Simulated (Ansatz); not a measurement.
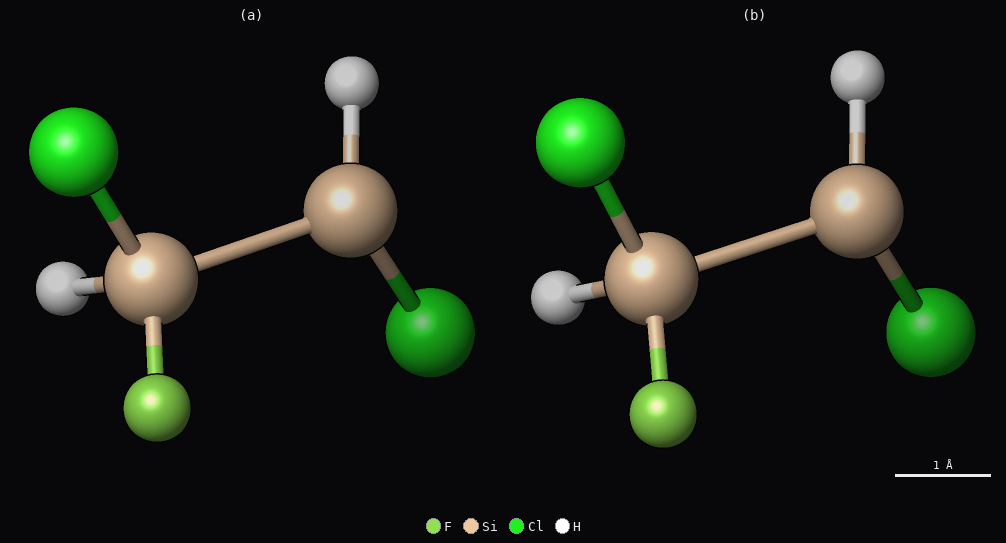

The structure of Si₂H₂Cl₂F (multiplicity 2) (coarse preliminary run) before (left) and after (right) a relaxation, at one scale.

Style: ball-and-stick. Shown at a tilt.

The start comes from a force field.

The calculation used UKS PBE-D4/def2-SVP in Ansatz.

Input
```yaml
crystal:
  periodic: [false, false, false]
  atoms:
    - {symbol: F, position_ang: [-1.987600, 0.455100, 0.680700]}
    - {symbol: Si, position_ang: [-0.440600, 0.377600, 0.729300]}
    - {symbol: Cl, position_ang: [0.042400, -0.423200, 2.533800]}
    - {symbol: Si, position_ang: [0.419800, -0.937000, -0.974400]}
    - {symbol: Cl, position_ang: [0.033700, -0.117300, -2.835800]}
    - {symbol: H, position_ang: [0.153300, 1.761000, 0.685200]}
    - {symbol: H, position_ang: [1.840100, -1.184100, -0.864600]}
basis:
  gaussian: {orbitals: def2-SVP}
magnetization: {spin_polarized: true, initial_magnetization: 1}
hamiltonian: {xc: pbe, dispersion: d4}
relax: {f_tol: 0.03, max_steps: 200}
```

**Describe what moved and what it gained.**

The largest move after the best rigid fit is that of H6, 0.13 Å. Largest moves by element: H 0.13 Å, Cl 0.12 Å, F 0.07 Å, Si 0.06 Å. Near-neighbour distances that change, for instance: F1–Si2 1.550 → 1.635 Å, Si4–H7 1.446 → 1.510 Å, Si2–Cl3 2.032 → 2.074 Å, Si2–Si4 2.318 → 2.345 Å. Among the angles between lasting bonds that change: Si4–Si2–H6 110.7° → 117.4°, F1–Si2–Si4 112.1° → 108.2°, Cl3–Si2–Si4 109.9° → 106.1°. Over 4 geometry steps the energy falls by 0.235 eV. The largest force component goes from 3.4 to 0.025 eV/Å.
